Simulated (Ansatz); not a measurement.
**BNH (quartet): one geometry, many settings at distance N2–H3 = 1.434 Å**

Aim: run BNH (quartet) at one geometry under a spread of methods and options, and see what each costs and gives.

The runs use Ansatz 0.2.0, Gaussian basis; the settings change from run to run.

20 further runs of the same task are left out: 1 for a mislabelled method, 1 for a known fault of the program, 12 that didn't finish, 6 set aside as unsound or not needed.

## 1. The system

The geometry derives from a PBE0/def2-TZVP stationary point (not a proven minimum). One bond is set to the value named and the two fragments are kept rigid.

3 atoms, charge 0, spin multiplicity 4.

Atoms are counted from 1 here; the program's logs count them from 0.

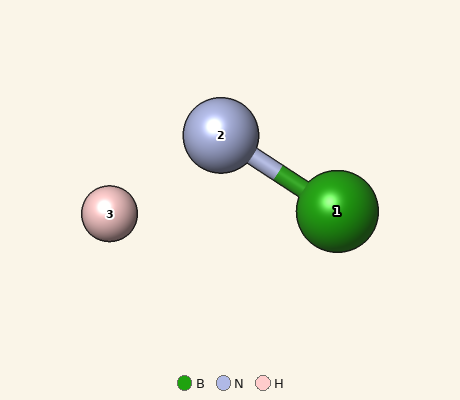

The structure; boron green, nitrogen light blue, hydrogen pink; atoms are numbered from 1 in the order of the file.

## 2. HF/6-31G

in.yaml

```yaml
crystal:
  periodic: [false, false, false]
  atoms:
    - {symbol: B, position_ang: [0.000000, 0.066023, 0.871534]}
    - {symbol: N, position_ang: [0.000000, -0.131346, -0.580168]}
    - {symbol: H, position_ang: [0.000000, 1.117081, -1.285707]}
basis:
  gaussian: {orbitals: 6-31G}
magnetization: {spin_polarized: true, initial_magnetization: 3}
hamiltonian: {xc: hf}
output: {forces: true, orbitals: {seedname: orbitals}}
```

Launch:

```sh
ansatz run in.yaml --threads 1 --pin off --events-out ev --progress --plain --max-ram 2393MiB
```

Log:

```text
Functional definition: HF
  name "HF"
  cite "Fock, Z. Phys. 61, 126 (1930) doi:10.1007/BF01340294"
  parent pbe
  exchange = exact_x
  correlation = 0
290 factors; integrals over basis functions are off by at most 2.4e-4 eV
mean field evaluation 1: about -2158.7321 eV, gradient 1.2e1 eV
mean field evaluation 2: about -2158.7385 eV, gradient 1.2e1 eV
mean field evaluation 4: about -2160.4360 eV, gradient 3.4e0 eV
mean field evaluation 8: about -2161.6663 eV, gradient 8.0e-1 eV
mean field evaluation 16: about -2161.2447 eV, gradient 2.2e0 eV
mean field evaluation 32: about -2161.3968 eV, gradient 9.0e-1 eV
mean field evaluation 64: about -2160.8097 eV, gradient 7.8e-1 eV
mean field evaluation 96: about -2161.4861 eV, gradient 5.6e-1 eV
mean field evaluation 128: about -2161.6449 eV, gradient 7.2e-1 eV
mean field -2161.67594080 eV, -79.4401255879 hartree, gradient 1.8e-5 eV, S^2 3.872912; 4 other end points of the search recorded, 0 dependent functions left out
the calculation of the forces begins
reference -2161.67594080 eV, -79.4401255879 hartree; 8, 5 occupied and 12, 15 virtual orbitals, 290 factors
Total energy: -2161.67594080 eV, -79.4401255879 hartree
Atom 0 at     0.000000     0.066023     0.871534 Å, force    -0.000000    -0.266767    -1.183394 eV/Å
Atom 1 at     0.000000    -0.131346    -0.580168 Å, force     0.000000     2.894472    -0.178517 eV/Å
Atom 2 at     0.000000     1.117081    -1.285707 Å, force    -0.000000    -2.627705     1.361912 eV/Å
Dipole moment:     0.000000     0.231906     0.293936 e Å
```

Run time: 0.24 s. Hardware: 1 thread of Arm Neoverse V1, shared host.

From the report: ⟨S²⟩ of the determinant 3.873 (pure quartet: 3.75).

## 3. NEVPT2(3,8)/cc-pVDZ

in.yaml

```yaml
crystal:
  periodic: [false, false, false]
  atoms:
    - {symbol: B, position_ang: [0.000000, 0.066023, 0.871534]}
    - {symbol: N, position_ang: [0.000000, -0.131346, -0.580168]}
    - {symbol: H, position_ang: [0.000000, 1.117081, -1.285707]}
basis:
  gaussian: {orbitals: cc-pVDZ}
magnetization: {spin_polarized: false, initial_magnetization: 3}
correlation: {method: sc_nevpt2, electrons: all, active_space: {window: {electrons: 3, orbitals: 8}}}
output: {forces: true}
```

Launched as before.

Log, shortened:

```text
Functional definition: HF
  name "HF"
  cite "Fock, Z. Phys. 61, 126 (1930) doi:10.1007/BF01340294"
  parent pbe
[...]
315 factors; integrals over basis functions are off by at most 9.3e-4 eV
[...]
mean field -2162.49982984 eV, -79.4704029517 hartree, gradient 2.2e-6 eV, S^2 3.750000; 10 other end points of the search recorded, 0 dependent functions left out
reference -2162.49982984 eV, -79.4704029517 hartree; 8, 5 occupied and 25, 28 virtual orbitals, 315 factors
state -2162.70146031 eV, -79.4778127346 hartree
state -2162.70146031 eV, -79.4778127346 hartree; corrected -2167.60994370 eV, -79.6581961722 hartree
[...]
Total energy: -2167.60994370 eV, -79.6581961722 hartree
Atom 0 at     0.000000     0.066023     0.871534 Å, force     0.000000    -0.081622    -0.985850 eV/Å
Atom 1 at     0.000000    -0.131346    -0.580168 Å, force    -0.000000     3.765268    -1.156879 eV/Å
Atom 2 at     0.000000     1.117081    -1.285707 Å, force     0.000000    -3.683646     2.142729 eV/Å
Dipole moment:     0.000000     0.205082     0.080534 e Å
```

Run time: 2 s. Hardware: 1 thread of Arm Neoverse V1, shared host.

From the report: 31 determinants; active occupations 1.00, 0.99, 0.99, 0.01, 0.00, 0.00, 0.00, 0.00.

## 4. CCSDT(Q)/B on UHF/6-31G

in.yaml

```yaml
crystal:
  periodic: [false, false, false]
  atoms:
    - {symbol: B, position_ang: [0.000000, 0.066023, 0.871534]}
    - {symbol: N, position_ang: [0.000000, -0.131346, -0.580168]}
    - {symbol: H, position_ang: [0.000000, 1.117081, -1.285707]}
basis:
  gaussian: {orbitals: 6-31G, fitting: {mean_field: def2-universal-jkfit}}
magnetization: {spin_polarized: true, initial_magnetization: 3}
hamiltonian: {pseudopotentials: {relativity: none}}
correlation: {method: ccsdt_q_b, electrons: valence}
accuracy: high
```

Same command.

Log, shortened:

```text
Functional definition: HF
  name "HF"
  cite "Fock, Z. Phys. 61, 126 (1930) doi:10.1007/BF01340294"
  parent pbe
[...]
170 factors; integrals over basis functions are off by at most 1.3e-1 eV
[...]
mean field -2161.67522627 eV, -79.4400993294 hartree, gradient 2.3e-8 eV, S^2 3.872801; 15 other end points of the search recorded, 0 dependent functions left out
determinant -2161.67522627 eV, -79.4400993294 hartree, with singles and doubles -2165.48615500 eV, -79.5801483770 hartree
determinant -2161.24971610 eV, -79.4244621189 hartree, with singles and doubles -2164.75246528 eV, -79.5531857770 hartree
determinant -2160.84250097 eV, -79.4094972390 hartree, with singles and doubles -2164.74016922 eV, -79.5527339054 hartree
determinant -2159.54540368 eV, -79.3618297928 hartree, with singles and doubles -2163.04109332 eV, -79.4902940176 hartree
determinant -2158.60835008 eV, -79.3273937081 hartree, with singles and doubles -2162.93545413 eV, -79.4864118488 hartree
determinant -2158.34373101 eV, -79.3176691365 hartree, with singles and doubles -2162.26188126 eV, -79.4616585027 hartree
2 core orbitals not correlated: weight in the atoms' cores, before any rotation towards them, 1.000 or more for the frozen orbitals, at most 0.000 for the correlated occupied ones
reference -2161.67522627 eV, -79.4400993294 hartree; 6, 3 occupied and 12, 15 virtual orbitals, 170 factors
second order -2.98864985 eV of doubles, -0.00000000 eV of singles
cycle   1  -3.29176270 eV  change   -3.0e-1 eV  update   8.8e-2
[...]
cycle  42  -3.96548018 eV  change   2.8e-10 eV  update  5.7e-10
perturbative correction -0.01558040 eV, -0.0005725692 hartree
Total energy: -2165.65628686 eV, -79.5864006075 hartree
```

Wall time 3.8 s (1 thread of Arm Neoverse V1, shared host).

From the report: ⟨S²⟩ of the determinant 3.873 (pure quartet: 3.75); correlation -3.9811 eV; T1 0.049; largest double amplitude 0.11.

## 5. CCSD on ROHF/6-31G*

in.yaml

```yaml
crystal:
  periodic: [false, false, false]
  atoms:
    - {symbol: B, position_ang: [0.000000, 0.066023, 0.871534]}
    - {symbol: N, position_ang: [0.000000, -0.131346, -0.580168]}
    - {symbol: H, position_ang: [0.000000, 1.117081, -1.285707]}
basis:
  gaussian: {orbitals: "6-31G*"}
magnetization: {spin_polarized: false, initial_magnetization: 3}
correlation: {method: ccsd, electrons: all}
accuracy: high
```

Same command.

Log, shortened:

```text
Functional definition: HF
  name "HF"
  cite "Fock, Z. Phys. 61, 126 (1930) doi:10.1007/BF01340294"
  parent pbe
[...]
620 factors; integrals over basis functions are off by at most 3.1e-9 eV
[...]
mean field -2162.19866030 eV, -79.4593351752 hartree, gradient 4.4e-8 eV, S^2 3.750000; 11 other end points of the search recorded, 0 dependent functions left out
[...]
determinant -2162.19866030 eV, -79.4593351752 hartree, with singles and doubles -2168.11221422 eV, -79.6766542734 hartree
determinant -2161.74044244 eV, -79.4424959792 hartree, with singles and doubles -2167.41564230 eV, -79.6510557273 hartree
determinant -2161.18538113 eV, -79.4220978524 hartree, with singles and doubles -2167.18691989 eV, -79.6426503340 hartree
determinant -2159.92448469 eV, -79.3757607628 hartree, with singles and doubles -2165.55647045 eV, -79.5827324222 hartree
reference -2162.19866030 eV, -79.4593351752 hartree; 8, 5 occupied and 24, 27 virtual orbitals, 620 factors
second order -5.02005062 eV of doubles, -0.07946531 eV of singles
cycle   1  -5.91523984 eV  change   -1.7e-3 eV  update   4.4e-3
[...]
cycle  28  -5.92229178 eV  change   6.3e-10 eV  update  2.5e-10
Total energy: -2168.12095209 eV, -79.6769753840 hartree
```

Wall time 3.1 s (1 thread of Arm Neoverse V1, shared host).

From the report: correlation -5.9223 eV; T1 0.039; largest double amplitude 0.10.

## 6. CCSD(T) on ROHF/6-31G

Edit in.yaml of step 5 so:

```diff
@@ -7,5 +7,5 @@
 basis:
-  gaussian: {orbitals: "6-31G*"}
+  gaussian: {orbitals: 6-31G}
 magnetization: {spin_polarized: false, initial_magnetization: 3}
-correlation: {method: ccsd, electrons: all}
+correlation: {method: ccsd_t, electrons: outside_noble_gas}
 accuracy: high
```

Launched as before.

Log, shortened:

```text
Functional definition: HF
  name "HF"
  cite "Fock, Z. Phys. 61, 126 (1930) doi:10.1007/BF01340294"
  parent pbe
[...]
481 factors; integrals over basis functions are off by at most 3.5e-9 eV
[...]
mean field -2161.50517591 eV, -79.4338500938 hartree, gradient 1.5e-8 eV, S^2 3.750000; 13 other end points of the search recorded, 0 dependent functions left out
[...]
determinant -2161.50517591 eV, -79.4338500938 hartree, with singles and doubles -2165.46627525 eV, -79.5794178096 hartree
determinant -2161.07700100 eV, -79.4181149560 hartree, with singles and doubles -2164.75829448 eV, -79.5533999965 hartree
determinant -2160.63995510 eV, -79.4020538156 hartree, with singles and doubles -2164.73172266 eV, -79.5524234999 hartree
determinant -2159.42816745 eV, -79.3575214407 hartree, with singles and doubles -2163.04006651 eV, -79.4902562829 hartree
2 core orbitals not correlated: weight in the atoms' cores, before any rotation towards them, 1.000 or more for the frozen orbitals, at most 0.000 for the correlated occupied ones
reference -2161.50517591 eV, -79.4338500938 hartree; 6, 3 occupied and 12, 15 virtual orbitals, 481 factors
second order -3.18562757 eV of doubles, -0.03547990 eV of singles
cycle   1  -3.96182182 eV  change   -7.2e-4 eV  update   4.7e-3
[...]
cycle  28  -3.96960942 eV  change  -6.7e-10 eV  update  2.8e-10
perturbative correction -0.12812685 eV, -0.0047085747 hartree
Total energy: -2165.60291217 eV, -79.5844391239 hartree
```

Run time: 1.4 s. Hardware: 1 thread of Arm Neoverse V1, shared host.

From the report: correlation -4.0977 eV; T1 0.052; largest double amplitude 0.11.

## 7. NEVPT2(9,8)/6-31G*

Edit in.yaml of step 6 so:

```diff
@@ -7,5 +7,5 @@
 basis:
-  gaussian: {orbitals: 6-31G}
+  gaussian: {orbitals: "6-31G*"}
 magnetization: {spin_polarized: false, initial_magnetization: 3}
-correlation: {method: ccsd_t, electrons: outside_noble_gas}
-accuracy: high
+correlation: {method: sc_nevpt2, electrons: all, active_space: {window: {electrons: 9, orbitals: 8}}}
+output: {forces: true}
```

The command is unchanged.

Log, shortened:

```text
Functional definition: HF
  name "HF"
  cite "Fock, Z. Phys. 61, 126 (1930) doi:10.1007/BF01340294"
  parent pbe
[...]
310 factors; integrals over basis functions are off by at most 9.1e-4 eV
[...]
mean field -2162.19860896 eV, -79.4593332882 hartree, gradient 6.8e-6 eV, S^2 3.750000; 10 other end points of the search recorded, 0 dependent functions left out
reference -2162.19860896 eV, -79.4593332882 hartree; 8, 5 occupied and 24, 27 virtual orbitals, 310 factors
state -2164.15477563 eV, -79.5312210877 hartree
state -2164.15477563 eV, -79.5312210877 hartree; corrected -2167.53064970 eV, -79.6552821716 hartree
[...]
Total energy: -2167.53064970 eV, -79.6552821716 hartree
Atom 0 at     0.000000     0.066023     0.871534 Å, force    -0.000000    -0.145491    -1.070074 eV/Å
Atom 1 at     0.000000    -0.131346    -0.580168 Å, force    -0.000000     2.267641    -0.129236 eV/Å
Atom 2 at     0.000000     1.117081    -1.285707 Å, force     0.000000    -2.122151     1.199310 eV/Å
Dipole moment:    -0.000000     0.156520     0.180379 e Å
```

Wall time 6 s (1 thread of Arm Neoverse V1, shared host).

From the report: 882 determinants; active occupations 1.99, 1.97, 1.91, 1.01, 1.00, 1.00, 0.10, 0.02.

## 8. CCSDT(Q) on ROHF/6-31G

in.yaml

```yaml
crystal:
  periodic: [false, false, false]
  atoms:
    - {symbol: B, position_ang: [0.000000, 0.066023, 0.871534]}
    - {symbol: N, position_ang: [0.000000, -0.131346, -0.580168]}
    - {symbol: H, position_ang: [0.000000, 1.117081, -1.285707]}
basis:
  gaussian: {orbitals: 6-31G}
magnetization: {spin_polarized: false, initial_magnetization: 3}
correlation: {method: ccsdt_q, electrons: outside_noble_gas}
accuracy: high
```

Same command.

Log, shortened:

```text
Functional definition: HF
  name "HF"
  cite "Fock, Z. Phys. 61, 126 (1930) doi:10.1007/BF01340294"
  parent pbe
[...]
481 factors; integrals over basis functions are off by at most 3.5e-9 eV
[...]
mean field -2161.50517591 eV, -79.4338500938 hartree, gradient 1.5e-8 eV, S^2 3.750000; 13 other end points of the search recorded, 0 dependent functions left out
[...]
determinant -2161.50517591 eV, -79.4338500938 hartree, with singles and doubles -2165.46627525 eV, -79.5794178096 hartree
determinant -2161.07700100 eV, -79.4181149560 hartree, with singles and doubles -2164.75829448 eV, -79.5533999965 hartree
determinant -2160.63995510 eV, -79.4020538156 hartree, with singles and doubles -2164.73172266 eV, -79.5524234999 hartree
determinant -2159.42816745 eV, -79.3575214407 hartree, with singles and doubles -2163.04006651 eV, -79.4902562829 hartree
2 core orbitals not correlated: weight in the atoms' cores, before any rotation towards them, 1.000 or more for the frozen orbitals, at most 0.000 for the correlated occupied ones
reference -2161.50517591 eV, -79.4338500938 hartree; 6, 3 occupied and 12, 15 virtual orbitals, 481 factors
second order -3.18562757 eV of doubles, -0.03547990 eV of singles
cycle   1  -3.53836983 eV  change   -3.2e-1 eV  update   8.3e-2
[...]
cycle  42  -4.13344437 eV  change   3.5e-10 eV  update  2.5e-10
perturbative correction -0.01749483 eV, -0.0006429232 hartree
Total energy: -2165.65611511 eV, -79.5863942957 hartree
```

Wall time 4.4 s (1 thread of Arm Neoverse V1, shared host).

From the report: correlation -4.1509 eV; T1 0.059; largest double amplitude 0.12.

## 9. MP2 on UHF/def2-SVPD

in.yaml

```yaml
crystal:
  periodic: [false, false, false]
  atoms:
    - {symbol: B, position_ang: [0.000000, 0.066023, 0.871534]}
    - {symbol: N, position_ang: [0.000000, -0.131346, -0.580168]}
    - {symbol: H, position_ang: [0.000000, 1.117081, -1.285707]}
basis:
  gaussian: {orbitals: def2-SVPD}
magnetization: {spin_polarized: true, initial_magnetization: 3}
correlation: {method: mp2, electrons: outside_noble_gas}
accuracy: high
scf: {lower_state_search: off}
output: {forces: true}
```

The command is unchanged.

Log, shortened:

```text
Functional definition: HF
  name "HF"
  cite "Fock, Z. Phys. 61, 126 (1930) doi:10.1007/BF01340294"
  parent pbe
[...]
988 factors; integrals over basis functions are off by at most 3.3e-9 eV
[...]
mean field -2160.87688788 eV, -79.4107609346 hartree, gradient 2.7e-8 eV, S^2 3.866836; 0 other end points of the search recorded, 0 dependent functions left out
2 core orbitals not correlated: weight in the atoms' cores, before any rotation towards them, 1.000 or more for the frozen orbitals, at most 0.000 for the correlated occupied ones
reference -2160.87688788 eV, -79.4107609346 hartree; 6, 3 occupied and 40, 43 virtual orbitals, 988 factors
second order -4.89353609 eV of doubles, -0.00000000 eV of singles
[...]
Total energy: -2165.77042397 eV, -79.5905950688 hartree
Atom 0 at     0.000000     0.066023     0.871534 Å, force    -0.000000    -0.164022    -1.042452 eV/Å
Atom 1 at     0.000000    -0.131346    -0.580168 Å, force    -0.000000     4.955710    -1.639611 eV/Å
Atom 2 at     0.000000     1.117081    -1.285707 Å, force     0.000000    -4.791688     2.682063 eV/Å
Dipole moment:    -0.000000     0.259830     0.063189 e Å
Checks for a lower state left out: starts, cluster_reference, orbital_swaps, neighbouring_geometries, increment
```

It took 1.1 s on 1 thread of Arm Neoverse V1, shared host.

From the report: ⟨S²⟩ of the determinant 3.867 (pure quartet: 3.75).

## 10. NEVPT2(5,4)/def2-mTZVP

in.yaml

```yaml
crystal:
  periodic: [false, false, false]
  atoms:
    - {symbol: B, position_ang: [0.000000, 0.066023, 0.871534]}
    - {symbol: N, position_ang: [0.000000, -0.131346, -0.580168]}
    - {symbol: H, position_ang: [0.000000, 1.117081, -1.285707]}
basis:
  gaussian: {orbitals: def2-mTZVP}
magnetization: {spin_polarized: false, initial_magnetization: 3}
correlation: {method: sc_nevpt2, electrons: outside_noble_gas, active_space: {window: {electrons: 5, orbitals: 4}}}
scf: {lower_state_search: off}
```

The command is unchanged.

Log, shortened:

```text
Functional definition: HF
  name "HF"
  cite "Fock, Z. Phys. 61, 126 (1930) doi:10.1007/BF01340294"
  parent pbe
[...]
367 factors; integrals over basis functions are off by at most 7.8e-4 eV
[...]
mean field -2162.88205409 eV, -79.4844494336 hartree, gradient 5.2e-6 eV, S^2 3.750000; 0 other end points of the search recorded, 0 dependent functions left out
reference -2162.88205409 eV, -79.4844494336 hartree; 8, 5 occupied and 33, 36 virtual orbitals, 367 factors
state -2162.88205409 eV, -79.4844494336 hartree
state -2162.88205409 eV, -79.4844494336 hartree; corrected -2167.84855570 eV, -79.6669650014 hartree
WARN: 1 active orbitals are nearly empty or full. The corrections depend on them more than the energy does, and are more stable in an active space without them
Total energy: -2167.84855570 eV, -79.6669650014 hartree
Checks for a lower state left out: stability, starts, cluster_reference, orbital_swaps, neighbouring_geometries, increment
```

It took 0.27 s on 1 thread of Arm Neoverse V1, shared host.

From the report: 3 determinants; active occupations 2.00, 1.00, 1.00, 1.00. The report marks this result as in doubt.

## 11. All runs side by side

Where basis and cores are those of an earlier FCI/6-31G run (-2165.6572 eV), and the state is the same kind, the miss against it is given. † marks a result that the program doubts.

```
                   level         correlated  functions  energy (eV)  from FCI (meV)    time
                HF/6-31G                            20   -2161.6759          3981.2  0.24 s
     NEVPT2(3,8)/cc-pVDZ                all         33   -2167.6099                     2 s
 CCSDT(Q)/B on UHF/6-31G            valence         20   -2165.6563                   3.8 s
     CCSD on ROHF/6-31G*                all         32   -2168.1210                   3.1 s
   CCSD(T) on ROHF/6-31G  outside noble gas         20   -2165.6029            54.2   1.4 s
      NEVPT2(9,8)/6-31G*                all         32   -2167.5306                     6 s
  CCSDT(Q) on ROHF/6-31G  outside noble gas         20   -2165.6561             1.0   4.4 s
    MP2 on UHF/def2-SVPD  outside noble gas         48   -2165.7704                   1.1 s
NEVPT2(5,4)/def2-mTZVP †  outside noble gas         41   -2167.8486                  0.27 s
```

## 12. What came out

| quantity | value |
| --- | --- |
| runs | 9 |
| quickest | HF/6-31G, 0.24 s |
| slowest | NEVPT2(9,8)/6-31G*, 6 s |

In words: Total energies in different bases, with other cores or another treatment of relativity can't be set against each other. NEVPT2(9,8)/6-31G* took 25 times as long as HF/6-31G; the jobs differ in more than the method. Among the correlated runs with a miss given, it spans +1 to +54 meV. Hartree-Fock, CASSCF and CASCI lack dynamic correlation by design.
